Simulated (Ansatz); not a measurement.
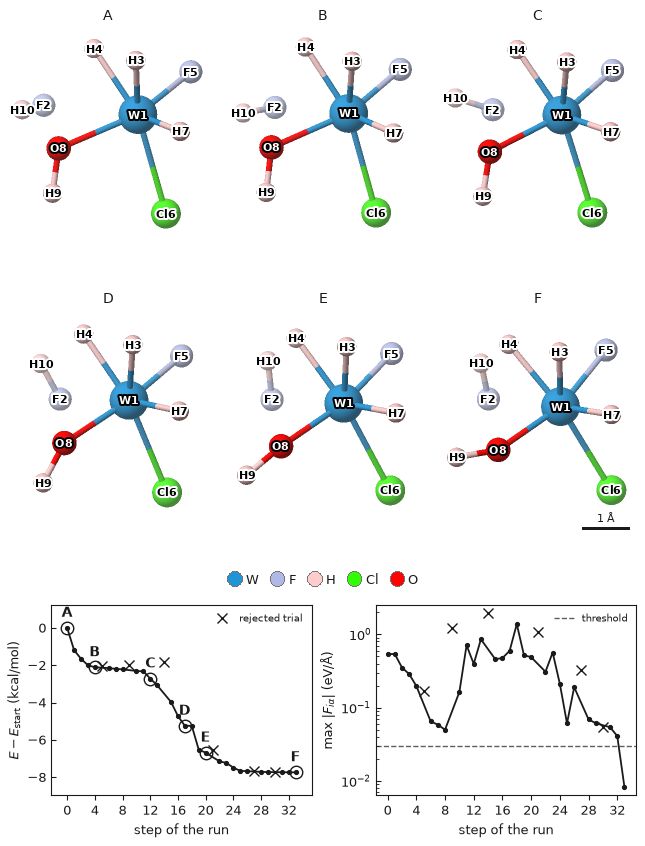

Frames of a relaxation of WH5OClF2, marked on the history of the run. Style: ball-and-stick. Shown from a free direction.

The run prepares an end point of a later path (reaction) calculation, from a guessed geometry.

Computed with Ansatz 0.2.0, RKS PBE/def2-SVP. Set-up: no spin polarisation; force threshold 0.03 eV/Å; at most 50 steps.

What happens along the run?

Answer. The atom that moves furthest after the best rigid fit is H9 (0.96 Å). By element the largest moves are H 0.96 Å, O 0.53 Å, Cl 0.49 Å, F 0.41 Å, W 0.28 Å. Among the contacts that change: W1–F2 3.042 → 2.562 Å, W1–H10 2.895 → 2.460 Å, W1–O8 1.919 → 1.837 Å, W1–H4 1.718 → 1.751 Å. Among the angles between lasting bonds that change: W1–O8–H9 119.0° → 156.5°, F5–W1–O8 152.5° → 164.7°, Cl6–W1–O8 88.0° → 98.7°. After 27 accepted moves (33 points after the start) the energy has fallen by 7.74 kcal/mol. The largest force component goes from 0.54 to 0.0083 eV/Å. The line search rejected the trial steps at points 5, 9, 14, 21, 27, 30 of the run. The run took 61 s on 4 threads of Arm Neoverse V2 (shared host), peak memory 0.17 GiB. From step 0 to 4: F2 moves most (0.39 Å), energy −2.11 kcal/mol. From step 4 to 12: H10 moves most (0.43 Å), energy −0.60 kcal/mol. From step 12 to 17: H10 moves most (0.49 Å), energy −2.53 kcal/mol. From step 17 to 20: H9 moves most (0.30 Å), energy −1.44 kcal/mol. From step 20 to 33: H9 moves most (0.42 Å), energy −1.06 kcal/mol.

Limits of the set-up: the start holds two separate molecules, 2.2 Å apart at their closest, whose relative position is a soft coordinate and is computed without a dispersion correction.
